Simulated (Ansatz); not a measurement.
**C3H5BO: how energies converge with the basis set**

Aim: see how fast density functionals converge with the basis set for C3H5BO.

The runs use Ansatz 0.2.0, Gaussian basis; one geometry, several basis sets.

Levels to be run: PBE0-D4/def2-SVP; ωB97M-V/def2-SVP; PBE0-D4/def2-QZVPP; ωB97M-V/def2-QZVPP; the functionals' def2-TZVPP values are taken from earlier runs.

## (1) Structure used throughout

All runs share one geometry, relaxed beforehand with PBE0-D4 in a triple-zeta def2 set.

10 atoms, charge 0, spin multiplicity 1.

Atoms are counted from 1 here; the program's logs count them from 0.

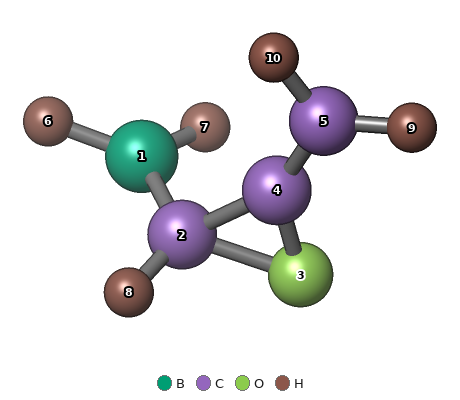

The structure; boron teal, carbon purple, oxygen green, hydrogen brown; atoms are numbered from 1 in the order of the file.

Geometry (Å):

```xyz
10
charge 0, multiplicity 1
B    -1.46362   -0.87778   -0.28532
C    -0.01299   -0.97328    0.19548
O     1.06913   -0.77423   -0.81725
C     0.75244    0.24390   -0.03249
C     1.06294    1.49950    0.20472
H    -2.34540   -1.00503    0.51122
H    -1.69138   -0.61404   -1.42510
H     0.32149   -1.58386    1.03032
H     1.85928    1.98357   -0.34527
H     0.53122    2.05005    0.96669
```

## (2) PBE0-D4 in def2-SVP

File in.yaml:

```yaml
crystal:
  periodic: [false, false, false]
  atoms:
    - {symbol: B, position_ang: [-1.463625, -0.877779, -0.285318]}
    - {symbol: C, position_ang: [-0.012995, -0.973285, 0.195477]}
    - {symbol: O, position_ang: [1.069127, -0.774226, -0.817247]}
    - {symbol: C, position_ang: [0.752437, 0.243901, -0.032488]}
    - {symbol: C, position_ang: [1.062944, 1.499496, 0.204722]}
    - {symbol: H, position_ang: [-2.345405, -1.005035, 0.511222]}
    - {symbol: H, position_ang: [-1.691383, -0.614042, -1.425101]}
    - {symbol: H, position_ang: [0.321490, -1.583859, 1.030323]}
    - {symbol: H, position_ang: [1.859284, 1.983572, -0.345275]}
    - {symbol: H, position_ang: [0.531225, 2.050055, 0.966685]}
basis:
  gaussian: {orbitals: def2-SVP}
hamiltonian: {xc: pbe0, dispersion: d4}
output: {orbitals: {seedname: orbitals}}
```

Started as:

```bash
$ ansatz run in.yaml --threads 2 --pin off --events-out ev --progress --plain --max-ram 4352MiB
```

Output:

```text
Functional definition: PBE0
  name "PBE0"
  cite "Adamo & Barone, J. Chem. Phys. 110, 6158 (1999) doi:10.1063/1.478522"
  cite "Perdew, Burke & Ernzerhof, Phys. Rev. Lett. 77, 3865 (1996) doi:10.1103/PhysRevLett.77.3865"
  parent pbe
  parameter a = 0.25
  parameter kappa = 0.804
  parameter beta = 0.06672455060314922
  exchange = (1 - a)*pbe_x(kappa = kappa, mu = beta*pi^2/3) + a*exact_x
  correlation = pbe_c(beta = beta)
1061 factors; their error is unknown
mean field evaluation 1: about -5897.7425 eV, gradient 3.8e1 eV
mean field evaluation 2: about -5898.0917 eV, gradient 3.6e1 eV
mean field evaluation 4: about -5901.4608 eV, gradient 2.4e0 eV
mean field evaluation 8: about -5901.4723 eV, gradient 5.5e-2 eV
mean field evaluation 16: about -5901.4632 eV, gradient 1.7e-5 eV
mean field -5901.46322604 eV, -216.8747734014 hartree, gradient 1.7e-5 eV, S^2 0.000000; 0 other end points of the search recorded, 0 dependent functions left out
reference -5901.46325207 eV, -216.8747743582 hartree; 18, 18 occupied and 77, 77 virtual orbitals, 1061 factors
Total energy: -5901.60801658 eV, -216.8800943559 hartree
```

Run time: 1.1 s. Hardware: 2 threads of Arm Neoverse V2, shared host.

## (3) ωB97M-V in def2-SVP

Edit in.yaml of step 2 so:

```diff
@@ -15,3 +15,3 @@
   gaussian: {orbitals: def2-SVP}
-hamiltonian: {xc: pbe0, dispersion: d4}
+hamiltonian: {xc: {name: wB97M-V}}
 output: {orbitals: {seedname: orbitals}}
```

The command is unchanged.

Output, cut to the lines that bear on the results:

```text
Functional definition: wB97M-V
  name "wB97M-V"
  cite "Mardirossian & Head-Gordon, J. Chem. Phys. 144, 214110 (2016) doi:10.1063/1.4952647"
  cite "Becke, J. Chem. Phys. 107, 8554 (1997) doi:10.1063/1.475007"
  cite "Vydrov & Van Voorhis, J. Chem. Phys. 133, 244103 (2010) doi:10.1063/1.3521275"
  # Of w^i u^j: cxij and so on, Table III.
[...]
  gx(w, u) = 1 - cx + cx01*u + cx10*w
  gss(w, u) = css00 + css04*u^4 + css10*w + css20*w^2 + css43*w^4*u^3
  gos(w, u) = cos00 + cos10*w + (cos20 + cos21*u)*w^2 + (cos60 + cos61*u)*w^6
[...]
      + integral(e_c_pw_mod_opposite_spin*gos(b97_w_opposite, b97_u_opposite)) + vv10(b, c)
1061 factors; their error is unknown
258 factors; integrals over basis functions are off by at most 1.4e-5 eV
[...]
mean field -5905.82671046 eV, -217.0351284963 hartree, gradient 7.6e-5 eV, S^2 0.000000; 0 other end points of the search recorded, 0 dependent functions left out
reference -5905.82675051 eV, -217.0351299680 hartree; 18, 18 occupied and 77, 77 virtual orbitals, 1061 factors
Total energy: -5905.82675051 eV, -217.0351299680 hartree
```

It took 4.3 s on 2 threads of Arm Neoverse V2, shared host.

## (4) PBE0-D4 in def2-QZVPP

Edit in.yaml of step 3 so:

```diff
@@ -14,4 +14,4 @@
 basis:
-  gaussian: {orbitals: def2-SVP}
-hamiltonian: {xc: {name: wB97M-V}}
+  gaussian: {orbitals: "def2-QZVPP.json"}
+hamiltonian: {xc: pbe0, dispersion: d4}
 output: {orbitals: {seedname: orbitals}}
```

Launched as before.

Output:

```text
Functional definition: PBE0
  name "PBE0"
  cite "Adamo & Barone, J. Chem. Phys. 110, 6158 (1999) doi:10.1063/1.478522"
  cite "Perdew, Burke & Ernzerhof, Phys. Rev. Lett. 77, 3865 (1996) doi:10.1103/PhysRevLett.77.3865"
  parent pbe
  parameter a = 0.25
  parameter kappa = 0.804
  parameter beta = 0.06672455060314922
  exchange = (1 - a)*pbe_x(kappa = kappa, mu = beta*pi^2/3) + a*exact_x
  correlation = pbe_c(beta = beta)
1202 factors; their error is unknown
mean field evaluation 1: about -5902.5066 eV, gradient 5.1e1 eV
mean field evaluation 2: about -5902.6370 eV, gradient 4.9e1 eV
mean field evaluation 4: about -5908.4433 eV, gradient 2.8e0 eV
mean field evaluation 8: about -5908.4614 eV, gradient 1.1e-1 eV
mean field evaluation 16: about -5908.4622 eV, gradient 1.5e-4 eV
mean field -5908.46215295 eV, -217.1319792215 hartree, gradient 2.6e-5 eV, S^2 0.000000; 0 other end points of the search recorded, 0 dependent functions left out
reference -5908.46219269 eV, -217.1319806817 hartree; 18, 18 occupied and 417, 417 virtual orbitals, 1202 factors
Total energy: -5908.60695720 eV, -217.1373006793 hartree
```

It took 8 s on 2 threads of Arm Neoverse V2, shared host; peak memory 1.1 GiB.

## (5) ωB97M-V in def2-QZVPP

Edit in.yaml of step 4 so:

```diff
@@ -15,3 +15,3 @@
   gaussian: {orbitals: "def2-QZVPP.json"}
-hamiltonian: {xc: pbe0, dispersion: d4}
+hamiltonian: {xc: {name: wB97M-V}}
 output: {orbitals: {seedname: orbitals}}
```

Launched as before.

Output, cut to the lines that bear on the results:

```text
Functional definition: wB97M-V
  name "wB97M-V"
  cite "Mardirossian & Head-Gordon, J. Chem. Phys. 144, 214110 (2016) doi:10.1063/1.4952647"
  cite "Becke, J. Chem. Phys. 107, 8554 (1997) doi:10.1063/1.475007"
  cite "Vydrov & Van Voorhis, J. Chem. Phys. 133, 244103 (2010) doi:10.1063/1.3521275"
  # Of w^i u^j: cxij and so on, Table III.
[...]
  gx(w, u) = 1 - cx + cx01*u + cx10*w
  gss(w, u) = css00 + css04*u^4 + css10*w + css20*w^2 + css43*w^4*u^3
  gos(w, u) = cos00 + cos10*w + (cos20 + cos21*u)*w^2 + (cos60 + cos61*u)*w^6
[...]
      + integral(e_c_pw_mod_opposite_spin*gos(b97_w_opposite, b97_u_opposite)) + vv10(b, c)
1202 factors; their error is unknown
348 factors; integrals over basis functions are off by at most 9.6e-6 eV
[...]
mean field -5913.09904371 eV, -217.3023818137 hartree, gradient 3.3e-5 eV, S^2 0.000000; 0 other end points of the search recorded, 0 dependent functions left out
reference -5913.09910846 eV, -217.3023841932 hartree; 18, 18 occupied and 417, 417 virtual orbitals, 1202 factors
Total energy: -5913.09910846 eV, -217.3023841932 hartree
```

It took 19 s on 2 threads of Arm Neoverse V2, shared host; peak memory 1.4 GiB.

## (6) Functionals by basis

The def2-TZVPP values come from earlier runs at the same geometry.

```tsv
functional	basis	functions	energy (eV)	from the largest (eV)	HOMO (eV)	LUMO (eV)
PBE0-D4	def2-SVP	95	-5901.6080	6.999	-7.16	-1.77
PBE0-D4	def2-TZVPP	225	-5908.2805	0.326	-7.23	-1.84
PBE0-D4	def2-QZVPP	435	-5908.6070	0.000	-7.25	-1.86
ωB97M-V	def2-SVP	95	-5905.8268	7.272	-9.38	0.28
ωB97M-V	def2-TZVPP	225	-5912.7945	0.305	-9.46	0.09
ωB97M-V	def2-QZVPP	435	-5913.0991	0.000	-9.48	0.02
```

## (7) Summary of results

| quantity | value |
| --- | --- |
| PBE0-D4: double and triple zeta above quadruple | 7.00, 0.33 eV |
| ωB97M-V: double and triple zeta above quadruple | 7.27, 0.30 eV |

**Reading.** PBE0-D4 gains 6.67 eV from double to triple zeta, then 0.33 eV more. These are total energies; as a rule much of such shifts cancels in differences, which this series doesn't test.

For PBE0-D4 the largest set took about 7 times as long as the smallest (8 s against 1.1 s).
